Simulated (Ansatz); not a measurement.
**BN: pressure series**

Base system: BN in the zinc blende structure (space group F-43m, No. 216; a = 3.625 Å).

Cell and atoms are relaxed at each pressure.

The values are results of Kohn–Sham DFT with the PBE functional, run in Ansatz (a first-principles code) with PAW and 420 eV plane waves, no spin-orbit coupling, not measurements.

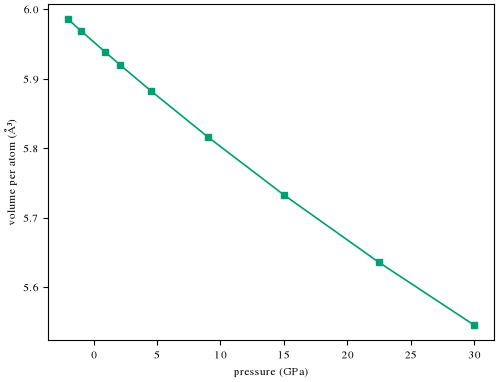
Volume against pressure

Estimate the zero-pressure bulk modulus from the plot.

About 370 GPa; a third-order Birch–Murnaghan fit to the points gives V₀ = 5.95 Å³/atom, B₀ = 371 GPa and B₀′ = 3.7.

Measured bulk modulus of BN: 410.2 GPa (static lattice; corrected from measurement; as listed in Daniel Mejia-Rodriguez, S. B. Trickey, Phys. Rev. B (2018)); the computed value is 9 % below it.

Between the base and pressure 30 GPa the gap moves from 4.46 eV to 4.53 eV, a mean slope of 2.3 meV/GPa.

Load acts through the strain it causes; cell and atoms are relaxed under it. No phonon test of stability was made. Competing high-pressure phases were not computed.
